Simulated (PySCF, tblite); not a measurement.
# CH6N2OSi2: dynamics, then NMR shifts on frames, part 2 of 2

tblite 0.8.0 and PySCF 2.14.0. Atoms count from 0. Earlier steps stand in the parts before.

### 5 Shielding tensors: 625 fs, PBE0/pcSseg-1

What the job is given:

```
{"job": {"kind": "nmr", "xc": "PBE0", "basis": "pcSseg-1", "pop": false}, "charge": 0, "multiplicity": 1}
N     -3.639700     1.440100     0.628400
C     -2.972700     0.511100     0.701600
Si    -1.872700    -0.981100     0.910100
O     -0.409600    -0.420800     1.182300
Si     0.969500     0.416300     0.691100
N      0.775900     0.782600    -1.002400
H     -2.076000    -1.666100    -0.451000
H     -2.212100    -1.975400     1.832700
H      1.428500     1.665700     1.348700
H      1.891100    -0.657700     1.057000
H      1.598100     1.102800    -1.393900
H      0.240000     0.154700    -1.601900
```

Method: GIAO PBE0/pcSseg-1 NMR shielding, non-relativistic, gas phase.

Standard output:

```text
coarse grid: 11264 points
cycle   1  E = -804.7765090639  dE =  6.025e-01  |g| = 8.624e-01  |ddm| = 3.239e+00
cycle   2  E = -804.5079261080  dE =  2.686e-01  |g| = 1.446e+00  |ddm| = 1.587e+00
cycle   3  E = -804.9077178274  dE = -3.998e-01  |g| = 2.097e-01  |ddm| = 1.094e+00
cycle   4  E = -804.9150584895  dE = -7.341e-03  |g| = 9.742e-02  |ddm| = 1.561e-01
cycle   5  E = -804.9169175814  dE = -1.859e-03  |g| = 2.937e-02  |ddm| = 7.264e-02
cycle   6  E = -804.9170894250  dE = -1.718e-04  |g| = 6.986e-03  |ddm| = 2.458e-02
cycle   7  E = -804.9170991375  dE = -9.712e-06  |g| = 1.228e-03  |ddm| = 6.359e-03
final grid: 100488 points
cycle   8  E = -804.9575282184  dE = -5.565e-06  |g| = 1.019e-02  |ddm| = 1.544e-02
cycle   9  E = -804.9574962169  dE =  3.200e-05  |g| = 1.651e-02  |ddm| = 1.750e-02
cycle  10  E = -804.9575465891  dE = -5.037e-05  |g| = 1.654e-03  |ddm| = 1.118e-02
cycle  11  E = -804.9575471365  dE = -5.474e-07  |g| = 4.601e-04  |ddm| = 1.088e-03
cycle  12  E = -804.9575471773  dE = -4.085e-08  |g| = 1.340e-04  |ddm| = 3.387e-04
cycle  13  E = -804.9575471807  dE = -3.432e-09  |g| = 3.733e-05  |ddm| = 1.197e-04
cycle  14  E = -804.9575471810  dE = -2.719e-10  |g| = 6.910e-06  |ddm| = 3.087e-05
converged SCF energy = -804.9575471810

GIAO shielding tensors (ppm)
atom      isotropic    diamagn.    paramagn.     s11        s22        s33       span
  0 N      -93.276     337.810    -431.085   -298.927   -269.841    288.941    587.868
  1 C       61.729     262.335    -200.606    -55.850    -47.068    288.106    343.957
  2 Si     417.923     879.435    -461.512    353.516    401.183    499.068    145.552
  3 O      302.957     399.739     -96.782    255.269    320.549    333.054     77.785
  4 Si     368.966     879.113    -510.147    332.399    349.257    425.243     92.843
  5 N      250.551     320.464     -69.913    205.912    260.132    285.609     79.697
  6 H       25.948      28.927      -2.979     23.485     24.540     29.819      6.334
  7 H       27.145      27.948      -0.802     23.814     24.945     32.677      8.863
  8 H       25.953      28.787      -2.833     23.065     23.759     31.035      7.970
  9 H       26.241      29.910      -3.669     22.398     24.730     31.594      9.196
 10 H       33.050      32.938       0.112     25.742     27.662     45.746     20.004
 11 H       30.383      33.501      -3.118     23.234     27.975     39.941     16.707
```

Wall time 12 s (1 thread of Arm Neoverse V1, shared host); peak memory 0.72 GiB.

In short: δ C1 125.2, N0 361.0, N5 17.2, Si4 -19.8, H6 5.77, H8 5.76 ppm.

### 6 Nuclear shieldings: 800 fs, PBE0/pcSseg-1

What the job is given:

```
{"job": {"kind": "nmr", "xc": "PBE0", "basis": "pcSseg-1", "pop": false}, "charge": 0, "multiplicity": 1}
N     -3.636000     1.720700     0.660300
C     -3.105100     0.706500     0.671300
Si    -1.942200    -0.813200     0.653600
O     -0.352400    -0.350000     0.873500
Si     1.138600     0.140700     0.393600
N      0.812600     0.939100    -1.124000
H     -2.018100    -1.486800    -0.627100
H     -2.237800    -1.802100     1.662700
H      2.009000     1.060800     1.276400
H      1.715500    -1.177600     0.293800
H      1.602400     1.470100    -1.488400
H     -0.065300     1.453500    -1.268300
```

Level: GIAO PBE0/pcSseg-1 NMR shielding, non-relativistic, gas phase.

Standard output:

```text
coarse grid: 11264 points
cycle   1  E = -804.7687171011  dE =  5.041e-01  |g| = 8.845e-01  |ddm| = 3.218e+00
cycle   2  E = -804.4403458613  dE =  3.284e-01  |g| = 1.552e+00  |ddm| = 1.738e+00
cycle   3  E = -804.9102700262  dE = -4.699e-01  |g| = 2.110e-01  |ddm| = 1.220e+00
cycle   4  E = -804.9174328353  dE = -7.163e-03  |g| = 1.045e-01  |ddm| = 1.636e-01
cycle   5  E = -804.9195469195  dE = -2.114e-03  |g| = 3.329e-02  |ddm| = 7.757e-02
cycle   6  E = -804.9197684428  dE = -2.215e-04  |g| = 7.433e-03  |ddm| = 2.680e-02
cycle   7  E = -804.9197793754  dE = -1.093e-05  |g| = 1.306e-03  |ddm| = 6.897e-03
cycle   8  E = -804.9197797447  dE = -3.693e-07  |g| = 2.636e-04  |ddm| = 1.251e-03
final grid: 100488 points
cycle   9  E = -804.9591449515  dE = -9.373e-06  |g| = 8.655e-03  |ddm| = 1.396e-02
cycle  10  E = -804.9591233603  dE =  2.159e-05  |g| = 1.376e-02  |ddm| = 1.519e-02
cycle  11  E = -804.9591585784  dE = -3.522e-05  |g| = 1.285e-03  |ddm| = 9.484e-03
cycle  12  E = -804.9591588837  dE = -3.052e-07  |g| = 4.990e-04  |ddm| = 9.433e-04
cycle  13  E = -804.9591589322  dE = -4.850e-08  |g| = 1.432e-04  |ddm| = 3.378e-04
cycle  14  E = -804.9591589362  dE = -4.030e-09  |g| = 4.147e-05  |ddm| = 1.198e-04
cycle  15  E = -804.9591589365  dE = -3.201e-10  |g| = 9.337e-06  |ddm| = 3.342e-05
converged SCF energy = -804.9591589365

GIAO shielding tensors (ppm)
atom      isotropic    diamagn.    paramagn.     s11        s22        s33       span
  0 N      -94.196     336.969    -431.164   -295.483   -283.446    296.342    591.825
  1 C       63.377     266.485    -203.107    -51.173    -45.191    286.496    337.668
  2 Si     404.614     878.657    -474.043    351.343    403.264    459.236    107.892
  3 O      298.129     401.133    -103.004    240.046    311.647    342.694    102.648
  4 Si     371.973     879.540    -507.567    331.097    357.711    427.110     96.013
  5 N      243.922     319.641     -75.719    192.074    244.082    295.609    103.535
  6 H       26.485      29.658      -3.173     23.425     24.971     31.058      7.633
  7 H       26.676      27.392      -0.716     23.259     24.796     31.972      8.713
  8 H       25.034      28.195      -3.160     21.924     23.068     30.110      8.187
  9 H       26.313      30.372      -4.059     22.566     24.443     31.930      9.364
 10 H       31.637      30.465       1.172     24.424     26.928     43.560     19.136
 11 H       30.207      33.424      -3.217     23.375     27.919     39.328     15.953
```

It took 13 s on 1 thread of Arm Neoverse V1, shared host; peak memory 0.72 GiB.

Key values: δ C1 123.5, N0 361.9, N5 23.8, Si4 -22.8, H8 6.68, H9 5.40 ppm.

### 7 Nuclear shieldings: 1000 fs, PBE0/pcSseg-1

What the job is given:

```
{"job": {"kind": "nmr", "xc": "PBE0", "basis": "pcSseg-1", "pop": false}, "charge": 0, "multiplicity": 1}
N     -3.707400     1.187600     1.405900
C     -3.000400     0.375100     1.010000
Si    -1.870700    -0.986100     0.513000
O     -0.316900    -0.612100     0.813700
Si     1.096100     0.149200     0.647200
N      1.309400     0.620700    -0.949200
H     -1.990700    -1.210100    -0.925200
H     -2.073900    -2.055400     1.447700
H      0.882200     1.097700     1.693400
H      2.234800    -0.674300     0.921900
H      1.793500     1.481200    -1.243900
H      1.436400    -0.020200    -1.707700
```

Level: GIAO PBE0/pcSseg-1 NMR shielding, non-relativistic, gas phase.

Standard output:

```text
coarse grid: 11264 points
cycle   1  E = -804.7722690139  dE =  7.154e-01  |g| = 8.803e-01  |ddm| = 3.259e+00
cycle   2  E = -804.4948338980  dE =  2.774e-01  |g| = 1.473e+00  |ddm| = 1.744e+00
cycle   3  E = -804.9087702478  dE = -4.139e-01  |g| = 2.129e-01  |ddm| = 1.233e+00
cycle   4  E = -804.9160557147  dE = -7.285e-03  |g| = 1.035e-01  |ddm| = 1.566e-01
cycle   5  E = -804.9181363158  dE = -2.081e-03  |g| = 3.321e-02  |ddm| = 7.779e-02
cycle   6  E = -804.9183550786  dE = -2.188e-04  |g| = 6.419e-03  |ddm| = 2.518e-02
cycle   7  E = -804.9183632487  dE = -8.170e-06  |g| = 1.200e-03  |ddm| = 5.805e-03
final grid: 100488 points
cycle   8  E = -804.9583094008  dE = -7.248e-06  |g| = 9.935e-03  |ddm| = 1.549e-02
cycle   9  E = -804.9582812439  dE =  2.816e-05  |g| = 1.580e-02  |ddm| = 1.671e-02
cycle  10  E = -804.9583266516  dE = -4.541e-05  |g| = 1.644e-03  |ddm| = 1.065e-02
cycle  11  E = -804.9583272016  dE = -5.500e-07  |g| = 4.189e-04  |ddm| = 1.052e-03
cycle  12  E = -804.9583272344  dE = -3.275e-08  |g| = 1.334e-04  |ddm| = 3.221e-04
cycle  13  E = -804.9583272377  dE = -3.381e-09  |g| = 3.359e-05  |ddm| = 1.085e-04
cycle  14  E = -804.9583272380  dE = -2.151e-10  |g| = 6.183e-06  |ddm| = 2.767e-05
converged SCF energy = -804.9583272380

GIAO shielding tensors (ppm)
atom      isotropic    diamagn.    paramagn.     s11        s22        s33       span
  0 N      -98.749     337.354    -436.103   -292.931   -291.882    288.565    581.495
  1 C       60.979     262.068    -201.088    -54.258    -51.033    288.229    342.487
  2 Si     413.195     879.250    -466.056    359.654    409.076    470.854    111.200
  3 O      285.184     399.745    -114.561    219.777    299.962    335.812    116.036
  4 Si     386.940     880.512    -493.572    352.631    386.967    421.221     68.590
  5 N      247.951     317.940     -69.989    215.743    249.459    278.649     62.906
  6 H       26.497      29.173      -2.676     22.872     25.424     31.195      8.322
  7 H       26.720      27.447      -0.727     22.896     25.291     31.972      9.076
  8 H       26.630      30.672      -4.042     22.343     25.322     32.225      9.882
  9 H       26.506      29.931      -3.425     22.260     25.224     32.034      9.774
 10 H       30.459      29.831       0.628     23.915     25.358     42.105     18.190
 11 H       31.186      32.421      -1.235     24.150     27.981     41.426     17.276
```

Wall time 12 s (1 thread of Arm Neoverse V1, shared host); peak memory 0.72 GiB.

This run: δ C1 125.9, N0 366.5, N5 19.8, Si4 -37.8, H6 5.22, H9 5.21 ppm.

### 8 Side by side: NMR shifts

Shifts (ppm) of some atoms, chosen among heavy atoms and hydrogens apart, with basis size and wall time:

```
  frame    H8    H10     N0    N5    Si4    Si2    O3  functions  time
 250 fs  5.43   1.51  354.9  28.3  -43.2  -47.4  48.0        146  12 s
 425 fs  5.25   0.20  337.7  23.8  -38.2  -62.9  51.9        146  13 s
 625 fs  5.76  -1.33  361.0  17.2  -19.8  -68.8  33.1        146  12 s
 800 fs  6.68   0.08  361.9  23.8  -22.8  -55.5  37.9        146  13 s
1000 fs  5.09   1.26  366.5  19.8  -37.8  -64.0  50.9        146  12 s
```

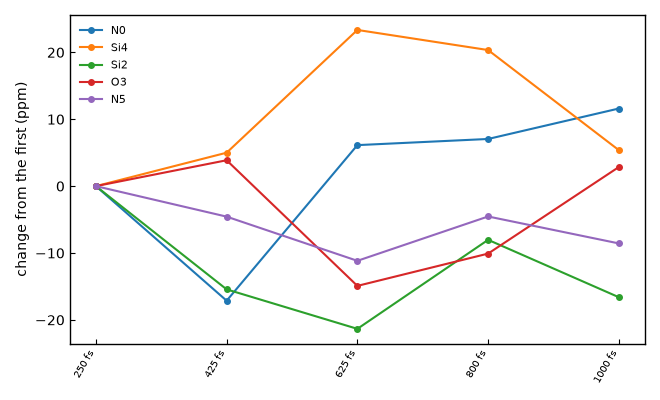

How five of the tabulated atoms move from run to run.

### 9 Summary of results

The summary covers parts 1 to 2.

| quantity | value |
| --- | --- |
| thermostat | 300 K |
| mean temperature, second half | 284 K |
| mean potential energy above the minimum | 0.36 eV |
| 13C shifts against TMS (PBE0/pcSseg-1, 250 fs) | 125.6 ppm |
| 1H shifts against TMS (PBE0/pcSseg-1, 250 fs) | 6.26, 5.49, 5.43, 4.79, 1.51, 0.73 ppm |
| 15N shifts against NH3 (PBE0/pcSseg-1, 250 fs) | 354.9, 28.3 ppm |
| 29Si shifts against TMS (PBE0/pcSseg-1, 250 fs) | -43.2, -47.4 ppm |
| 17O shifts against H2O (PBE0/pcSseg-1, 250 fs) | 48.0 ppm |
| range of the shift of N0 | 337.7 to 366.5 ppm |

In the second half the potential energy averages 0.36 eV above the minimum; equipartition over 30 harmonic modes at 300 K would give 0.39 eV. With 12 atoms the temperature swings widely (191 to 478 K). Shifts at one fixed geometry are not the observed spectrum, which averages over the motion. In the first frame run (250 fs): Shielding is most anisotropic at N0 (span 594 ppm, paramagnetic term -425 ppm). Across the 5 runs the shift of N0 moves most, between 337.7 (425 fs) and 366.5 ppm (1000 fs).
